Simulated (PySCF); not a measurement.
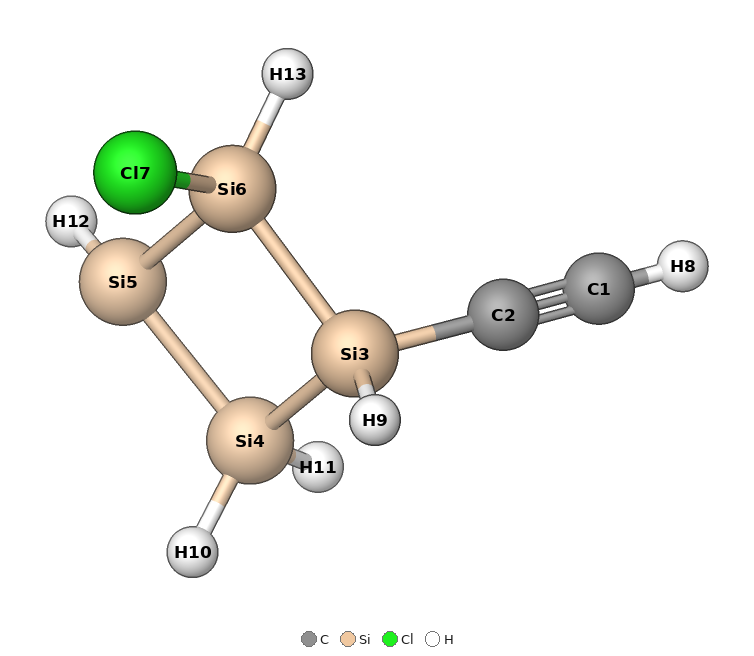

State: neutral, doublet. Computed geometry: GFN2-xTB optimisation. No frequency run is at hand to confirm it as a minimum. Method: UKS B3LYP, pcH-1 on C Cl H Si, non-relativistic (PySCF 2.14.0).

Give the isotropic hyperfine couplings (Fermi-contact term alone) of C1, C2, Si3, Si4, Si5, Si6, Cl7, H8, H9, H10, H11, H12, H13.

```
atom  isotope  a_iso (MHz)
  C1      13C         −0.7
  C2      13C         −3.4
 Si3     29Si        −11.3
 Si4     29Si          4.8
 Si5     29Si       −277.6
 Si6     29Si         13.2
 Cl7     35Cl          9.1
  H8       1H          0.1
  H9       1H         27.4
 H10       1H         30.5
 H11       1H         52.1
 H12       1H        −11.6
 H13       1H         26.7
```

The geometry is semi-empirical. Around Si such bond lengths and angles can be off by a tenth of an ångström or more and by several degrees, and values that hang on the shape move with them.
